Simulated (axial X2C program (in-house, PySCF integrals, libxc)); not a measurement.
Relativistic diatomic calculation, with input and output: BaNa⁺

BaNa⁺, single determinant with Ω = 0. The distance is the PBE0 minimum at charge 1. Computed at this level: expectation values, HF and Kohn-Sham, two-component X2C with atomic mean-field Coulomb and Gaunt terms, Ba dyall-cv3z, Na dyall-cv3z (cores contracted) (axial X2C program (in-house, PySCF integrals, libxc)).

The program's output:
```
two-component X2C + atomic mean field  PBE0
basis functions 217  fitting functions 1045  grid points 5091
iter        total energy     max residual
   1      -8293.365088939     7.24e-05
   2      -8293.365088940     7.61e-06
converged
one-electron -11480.86554391  Coulomb 3320.96568670  exact exchange -52.67847813  xc functional -161.15741109  nuclear repulsion 85.64717865  atomic mean-field constant -5.27652116
```

Expectation values by level of theory:

```csv
quantity,PBE0,HF,PBE50,TPSSh,BP86
effective field for an electron dipole moment (GV/cm),–,–,–,–,–
field gradient at the first nucleus (a.u.),−0.331,0.00545,−0.181,−0.376,−0.504
field gradient at the second nucleus (a.u.),−0.0739,−0.0695,−0.0794,−0.0817,−0.0676
"A∥/gI, first nucleus (MHz)",–,–,–,–,–
"A∥/gI, second nucleus (MHz)",–,–,–,–,–
```

Each column comes from one determinant, in a basis with contracted cores. A dash marks a value that vanishes by symmetry, wasn't computed or didn't converge. The levels disagree widely: the field gradient at the first nucleus runs from −0.504 to 0.00545 a.u. These values aren't reliable properties of the molecule.

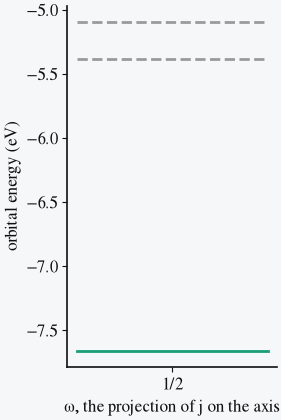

*Orbital energies (PBE0) near the frontier at 3.81 Å, filled (solid) and empty (dashed); the Kramers partners at −ω are degenerate and not drawn.*

The highest filled spinor (1/2; 49 % Ba s, 31 % Na s) lies at −7.66 eV, the lowest empty one (1/2; 39 % Ba d, 27 % Ba s) at −5.39 eV.

Input file:
```
{"zs": [56, 11], "q": 1, "bas": ["dyall-cv3z", "dyall-cv3z"], "r0": 3.51, "levels": ["PBE0", "HF", "PBE50", "TPSSh", "BP86"], "nst": 3}
```

The line is the task of a batch: nuclear charges, charge, bases, the levels to run, a first guess of the distance and further settings. This report covers the levels named above. The log is that of the reference distance, started from orbitals converged before.

Launched within a batch (the task file carries these settings):
```bash
python <driver script> task.json out
```

Results in brief:

```
   quantity                                                                 value
    outcome                       converged; the levels of theory disagree widely
   hardware  1 thread of Arm Neoverse V2, 24 GiB of memory available, shared host
  wall time                                                                   3 s
peak memory                                                              0.42 GiB
```
